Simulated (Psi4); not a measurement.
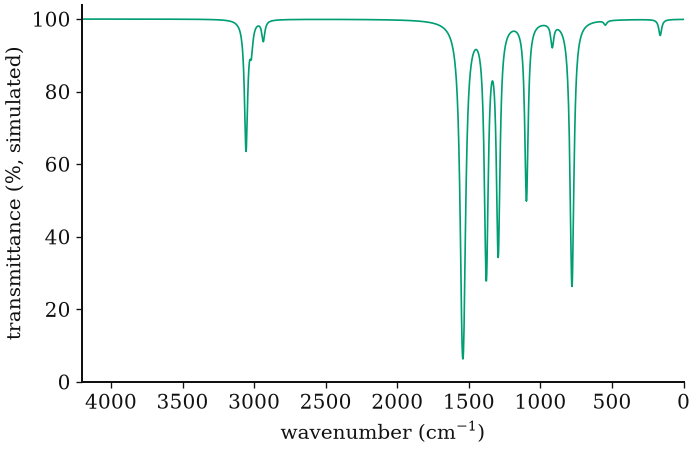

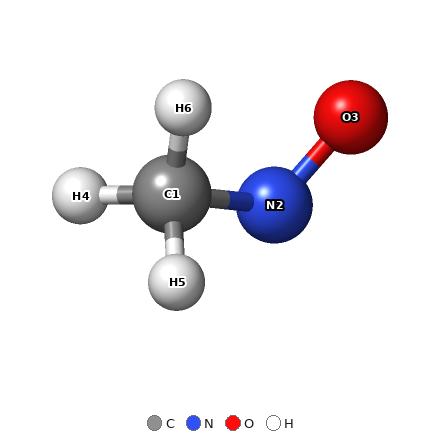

Infrared spectrum of CH₃NO, SMILES CN=O. Unscaled harmonic wavenumbers and double-harmonic intensities, BLYP/aug-cc-pVDZ with Psi4 1.11, at a geometry relaxed at this level, isolated molecule. Modes within 2 cm⁻¹ of each other count as one line, with their intensities summed. Lorentzian lines of 24 cm⁻¹ full width. Close modes add up in the curve.

Which is the highest mode?

Answer. 3056.4 cm⁻¹ (13.8 km/mol).

List the modes.

Answer.
```csv
cm⁻¹,km/mol
163.5,1.4
546.3,0.4
779.7,41.3
917.2,2.1
1097.7,21.3
1295.1,32.0
1378.2 (×2),38.6
1541.8,85.2
2935.8,1.8
3019.4,2.3
3056.4,13.8
```

Known limits of this run: double-zeta basis.
